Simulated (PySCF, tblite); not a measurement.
# C₅H₂F₃O₂−: a rotation path, then NMR shifts on frames, part 1 of 2

How do NMR shifts of C₅H₂F₃O₂− (`[O-]c1ccc(C(F)(F)F)o1`) change as the atoms move?

The runs use tblite 0.8.0 and PySCF 2.14.0, with density-fitted response routines of our own; the level of theory stands in each step. All values are computed, except where a source is named. Atoms count from 0, in the outputs and in this text.

## Step 1: The molecule as given

12 atoms, charge -1, multiplicity 1; geometry from: GFN2-xTB.

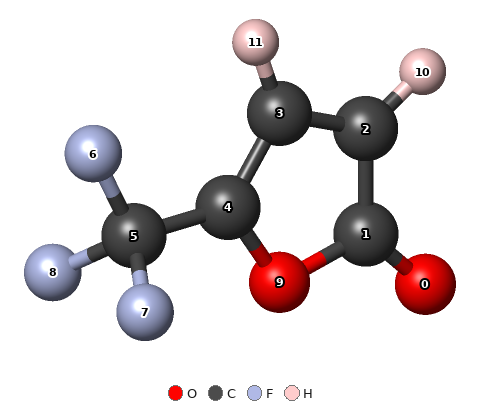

As it starts; oxygen red, carbon dark grey, fluorine light blue, hydrogen pink, atoms numbered.

## Step 2: The rotation path with GFN2-xTB

Job settings and geometry (Å):

```
{"job": {"kind": "neb", "xc": "GFN2-xTB", "basis": "xTB", "atoms": [9, 4, 5, 7], "turn": 120}, "charge": -1, "multiplicity": 1}
O      2.703136    -1.341066     0.715514
C      1.754321    -0.646496     0.350889
C      1.688530     0.612267    -0.282885
C      0.348158     0.931292    -0.464328
C     -0.394210    -0.108246     0.046447
C     -1.832108    -0.295876     0.116804
F     -2.505736     0.746492    -0.420966
F     -2.358372    -0.434185     1.376375
F     -2.325627    -1.398843    -0.532991
O      0.445684    -1.083970     0.550471
H      2.539270     1.200585    -0.565515
H     -0.061848     1.817361    -0.915842
```

Method: GFN2-xTB climbing-image nudged elastic band, gas phase.

Launch:

```
> OMP_NUM_THREADS=1 python probes_run.py task.json out
```

This one command runs all jobs of the session in turn.

What it wrote:

```text
image   E - E0 / eV
  0      -0.0000
  1       0.0008
  2       0.0044
  3       0.0105
  4       0.0136
  5       0.0105
  6       0.0052
  7       0.0027
  8       0.0001
```

Run time: 1.7 s. Hardware: 1 thread of Arm Neoverse V2, shared host; peak memory 0.18 GiB.

The final band, with the dihedral O9–C4–C5–F7:

```tsv
image	dihedral (°)	energy (eV)	energy (kcal/mol)
0	60	0.000	0.0
1	75	0.001	0.0
2	91	0.004	0.1
3	107	0.010	0.2
4	123	0.014	0.3
5	139	0.010	0.2
6	153	0.005	0.1
7	167	0.003	0.1
8	181	0.000	0.0
```

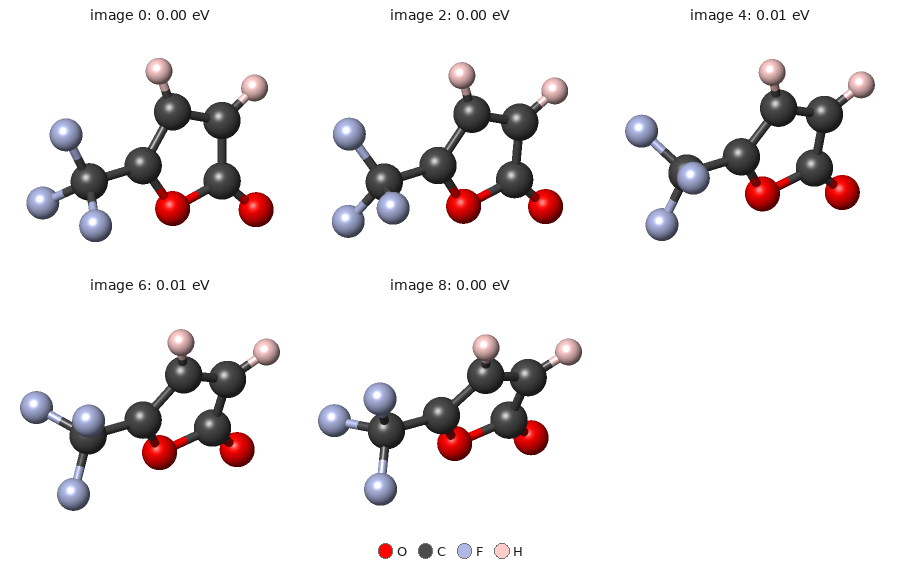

Images along the band.

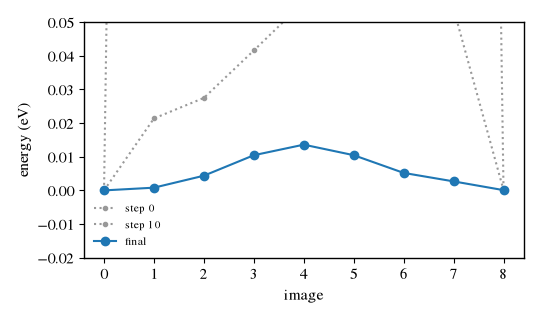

Energy along the band, early and final.

## Step 3: Nuclear shieldings: image 0, PBE0/pcSseg-1

Job settings and geometry (Å):

```
{"job": {"kind": "nmr", "xc": "PBE0", "basis": "pcSseg-1", "pop": false}, "charge": -1, "multiplicity": 1}
O      2.703100    -1.341100     0.715500
C      1.754300    -0.646500     0.350900
C      1.688500     0.612300    -0.282900
C      0.348200     0.931300    -0.464300
C     -0.394200    -0.108200     0.046400
C     -1.832100    -0.295900     0.116800
F     -2.505700     0.746500    -0.421000
F     -2.358400    -0.434200     1.376400
F     -2.325600    -1.398800    -0.533000
O      0.445700    -1.084000     0.550500
H      2.539300     1.200600    -0.565500
H     -0.061800     1.817400    -0.915800
```

With the program's defaults for keys left out, this is: GIAO PBE0/pcSseg-1 NMR shielding, non-relativistic, gas phase.

What it wrote:

```text
coarse grid: 12104 points
cycle   1  E = -640.6584049832  dE =  2.016e+00  |g| = 1.256e+00  |ddm| = 3.512e+00
cycle   2  E = -639.7796114304  dE =  8.788e-01  |g| = 2.436e+00  |ddm| = 3.306e+00
cycle   3  E = -640.9014004329  dE = -1.122e+00  |g| = 4.743e-01  |ddm| = 2.811e+00
cycle   4  E = -640.9453069638  dE = -4.391e-02  |g| = 1.678e-01  |ddm| = 5.761e-01
cycle   5  E = -640.9496691824  dE = -4.362e-03  |g| = 5.853e-02  |ddm| = 1.253e-01
cycle   6  E = -640.9503065244  dE = -6.373e-04  |g| = 1.921e-02  |ddm| = 5.613e-02
cycle   7  E = -640.9503773971  dE = -7.087e-05  |g| = 5.332e-03  |ddm| = 1.781e-02
cycle   8  E = -640.9503830520  dE = -5.655e-06  |g| = 1.653e-03  |ddm| = 6.501e-03
final grid: 124016 points
cycle   9  E = -641.0498414786  dE = -3.197e-05  |g| = 1.358e-02  |ddm| = 3.028e-02
cycle  10  E = -641.0497824335  dE =  5.905e-05  |g| = 2.253e-02  |ddm| = 2.650e-02
cycle  11  E = -641.0498741869  dE = -9.175e-05  |g| = 1.741e-03  |ddm| = 1.848e-02
cycle  12  E = -641.0498747422  dE = -5.553e-07  |g| = 4.888e-04  |ddm| = 1.986e-03
cycle  13  E = -641.0498747755  dE = -3.336e-08  |g| = 2.229e-04  |ddm| = 5.551e-04
cycle  14  E = -641.0498747855  dE = -9.989e-09  |g| = 5.788e-05  |ddm| = 2.279e-04
cycle  15  E = -641.0498747861  dE = -5.555e-10  |g| = 1.840e-05  |ddm| = 5.209e-05
converged SCF energy = -641.0498747861

GIAO shielding tensors (ppm)
atom      isotropic    diamagn.    paramagn.     s11        s22        s33       span
  0 O       50.653     399.139    -348.486    -99.222    -42.104    293.286    392.508
  1 C       11.090     242.279    -231.190    -73.930     46.254     60.944    134.874
  2 C      111.381     256.240    -144.858     68.451    113.559    152.134     83.683
  3 C       60.670     252.207    -191.537    -33.276     53.608    161.677    194.953
  4 C       71.885     256.214    -184.329     31.759     79.205    104.690     72.931
  5 C       52.802     237.199    -184.397     48.333     51.241     58.833     10.500
  6 F      269.786     474.233    -204.447    192.588    249.563    367.206    174.618
  7 F      232.978     473.553    -240.575    133.152    220.000    345.782    212.630
  8 F      233.152     473.534    -240.381    133.421    220.321    345.716    212.295
  9 O       65.888     403.433    -337.545   -120.935    107.827    210.772    331.707
 10 H       27.812      32.305      -4.492     24.900     27.941     30.596      5.697
 11 H       25.140      32.898      -7.759     23.958     23.968     27.492      3.534
```

It took 18 s on 1 thread of Arm Neoverse V2, shared host; peak memory 0.8 GiB.

Shifts follow as δ = σ(reference) − σ, with reference shieldings (ppm) from runs at the same level and on the same kind of geometry: ¹H TMS 31.72, ¹³C TMS 186.9, ¹⁹F CFCl3 170.9, ¹⁷O H2O 336.1. The references are single molecules in the gas phase, so shifts against H2O, NH3, PH3, H3PO4 or CFCl3 are not on the usual liquid scales and can be off by tens of ppm. Each atom is listed at this fixed geometry, with no averaging over motion; a spectrum would average atoms that exchange fast.

```tsv
atoms	environment	σ (ppm)	δ (ppm)
C1	substituted aromatic carbon next to the ring oxygen	11.1	175.8
C5	CF3 carbon	52.8	134.1
C3	aromatic CH	60.7	126.3
C4	substituted aromatic carbon next to the ring oxygen	71.9	115.0
C2	aromatic CH	111.4	75.5
H11	hydrogen on an aromatic CH	25.14	6.58
H10	hydrogen on an aromatic CH	27.81	3.90
O0	oxygen bonded to C	50.7	285.4
O9	aromatic ring oxygen	65.9	270.2
F7	fluorine of a CF3 group	233.0	-62.0
F8	fluorine of a CF3 group	233.2	-62.2
F6	fluorine of a CF3 group	269.8	-98.8
```

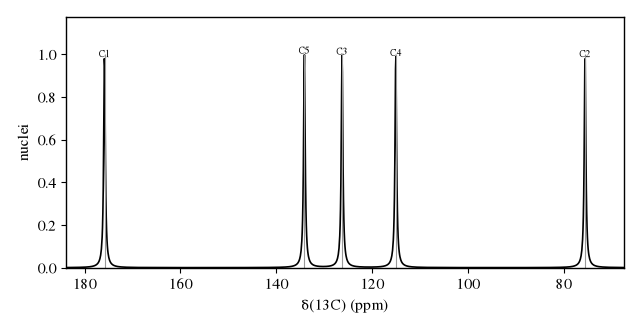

¹³C lines at the computed shifts, without couplings. Lines are broadened to a width of 0.40 ppm (Lorentzian).

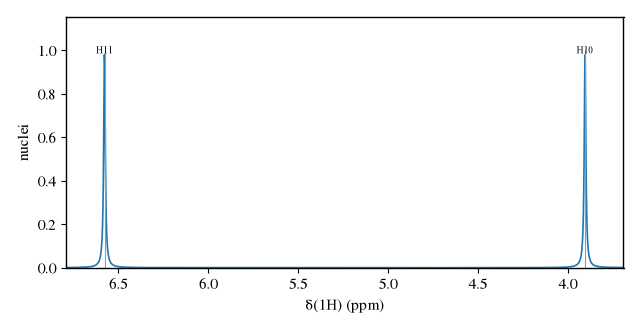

¹H lines at the computed shifts, without couplings. Lines are broadened to a width of 0.01 ppm (Lorentzian).

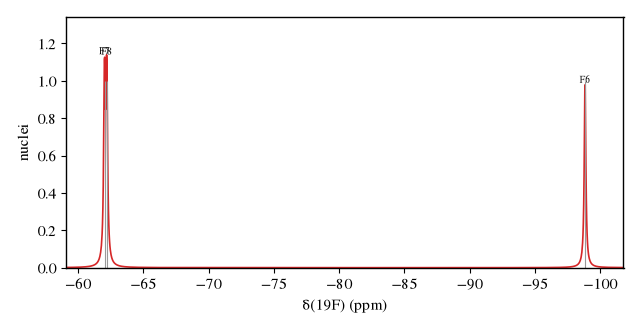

¹⁹F lines at the computed shifts, without couplings. Lines are broadened to a width of 0.15 ppm (Lorentzian).

Ring of atoms C1, C2, C3, C4, O9: NICS(0) -9.4, NICS(1) -6.8, NICS(1)zz -15.0 ppm (means of both faces).

## Step 4: Nuclear shieldings: image 2, PBE0/pcSseg-1

Job settings and geometry (Å):

```
{"job": {"kind": "nmr", "xc": "PBE0", "basis": "pcSseg-1", "pop": false}, "charge": -1, "multiplicity": 1}
O      2.705300    -1.439300     0.479500
C      1.754500    -0.697300     0.231600
C      1.688800     0.642200    -0.207500
C      0.348300     0.986700    -0.330900
C     -0.394400    -0.120800     0.011400
C     -1.830900    -0.314400     0.088400
F     -2.513800     0.450700    -0.805900
F     -2.428300     0.039100     1.295700
F     -2.253000    -1.579300    -0.106900
O      0.446600    -1.157400     0.372400
H      2.542400     1.260900    -0.405600
H     -0.064500     1.928000    -0.648100
```

With the program's defaults for keys left out, this is: GIAO PBE0/pcSseg-1 NMR shielding, non-relativistic, gas phase.

What it wrote:

```text
coarse grid: 12104 points
cycle   1  E = -640.6557161567  dE =  2.012e+00  |g| = 1.258e+00  |ddm| = 3.513e+00
cycle   2  E = -639.7690501126  dE =  8.867e-01  |g| = 2.443e+00  |ddm| = 3.337e+00
cycle   3  E = -640.8984732014  dE = -1.129e+00  |g| = 4.802e-01  |ddm| = 2.840e+00
cycle   4  E = -640.9435592520  dE = -4.509e-02  |g| = 1.682e-01  |ddm| = 5.822e-01
cycle   5  E = -640.9479355313  dE = -4.376e-03  |g| = 5.949e-02  |ddm| = 1.254e-01
cycle   6  E = -640.9485936496  dE = -6.581e-04  |g| = 1.959e-02  |ddm| = 5.709e-02
cycle   7  E = -640.9486680066  dE = -7.436e-05  |g| = 5.466e-03  |ddm| = 1.840e-02
cycle   8  E = -640.9486738676  dE = -5.861e-06  |g| = 1.703e-03  |ddm| = 6.581e-03
final grid: 124016 points
cycle   9  E = -641.0481866375  dE = -3.288e-05  |g| = 1.373e-02  |ddm| = 3.200e-02
cycle  10  E = -641.0481254543  dE =  6.118e-05  |g| = 2.283e-02  |ddm| = 2.713e-02
cycle  11  E = -641.0482202786  dE = -9.482e-05  |g| = 1.818e-03  |ddm| = 1.897e-02
cycle  12  E = -641.0482208789  dE = -6.003e-07  |g| = 5.280e-04  |ddm| = 2.068e-03
cycle  13  E = -641.0482209194  dE = -4.052e-08  |g| = 2.232e-04  |ddm| = 5.883e-04
cycle  14  E = -641.0482209296  dE = -1.011e-08  |g| = 6.146e-05  |ddm| = 2.348e-04
cycle  15  E = -641.0482209302  dE = -6.501e-10  |g| = 1.951e-05  |ddm| = 5.668e-05
converged SCF energy = -641.0482209302

GIAO shielding tensors (ppm)
atom      isotropic    diamagn.    paramagn.     s11        s22        s33       span
  0 O       52.446     399.151    -346.705    -96.960    -41.616    295.916    392.876
  1 C       11.679     242.315    -230.637    -73.262     47.428     60.870    134.132
  2 C      109.945     256.202    -146.257     65.977    112.487    151.371     85.395
  3 C       60.892     252.143    -191.250    -32.414     52.585    162.505    194.919
  4 C       71.163     256.240    -185.078     29.522     79.303    104.662     75.140
  5 C       51.956     237.432    -185.476     47.290     48.842     59.735     12.445
  6 F      251.337     474.699    -223.362    170.558    226.238    357.216    186.658
  7 F      211.773     475.228    -263.455    110.853    175.998    348.467    237.614
  8 F      258.306     471.887    -213.581    175.277    258.217    341.424    166.148
  9 O       63.965     403.195    -339.229   -126.933    110.907    207.922    334.856
 10 H       27.704      32.262      -4.557     24.838     27.891     30.384      5.546
 11 H       25.146      32.685      -7.540     23.820     24.198     27.419      3.599
```

Run time: 18 s. Hardware: 1 thread of Arm Neoverse V2, shared host; peak memory 0.84 GiB.

This run: δ C1 175.2, C5 135.0, C3 126.0, C4 115.8, H11 6.57, H10 4.01 ppm.

(Continued in part 2 of 2.)
